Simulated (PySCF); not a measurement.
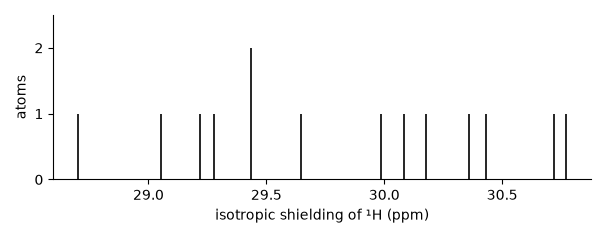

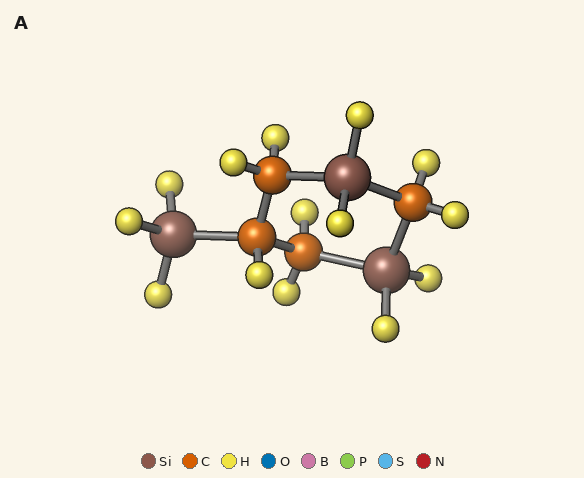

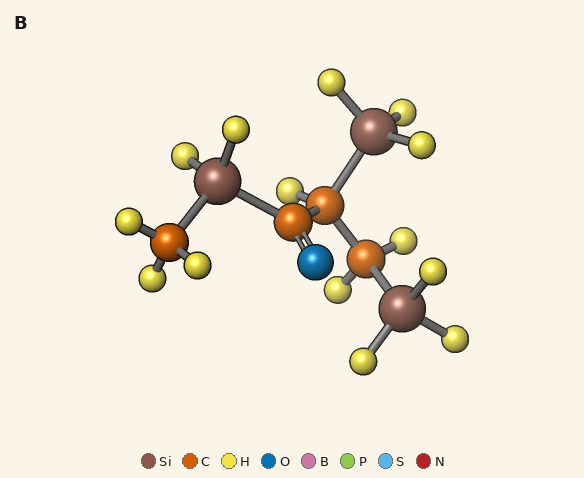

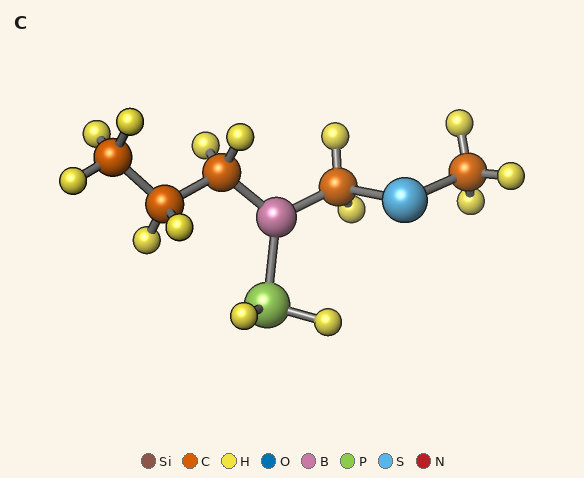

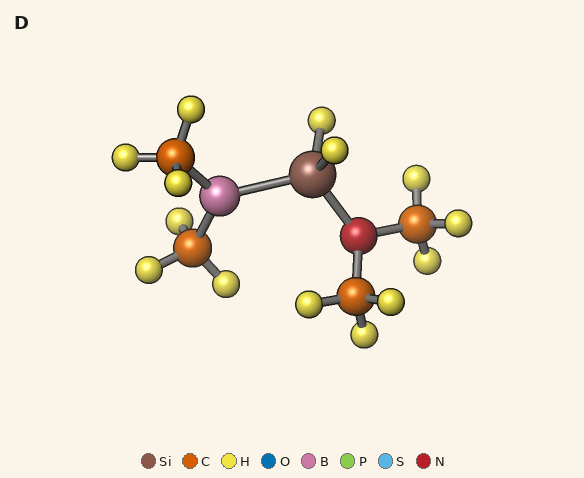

The sticks are computed shieldings of one of the molecules, for one fixed geometry (GFN2-xTB) without averaging over rotations. Low shielding means a high chemical shift. Method: GIAO PBE0/pcSseg-1 NMR shielding, non-relativistic, gas phase (PySCF 2.14.0).

> Which molecule gives this pattern?

C, `CCCB(P)CSC`. Its 14 H atoms give lines at 28.70, 29.05, 29.22, 29.28, 29.43 (2 atoms), 29.65, 29.99, 30.08, 30.18, 30.36, 30.43, 30.72, 30.77 ppm.

The geometry is semi-empirical. Around B, P, Si such bond lengths and angles can be off by a tenth of an ångström or more and by several degrees, and values that hang on the shape move with them.
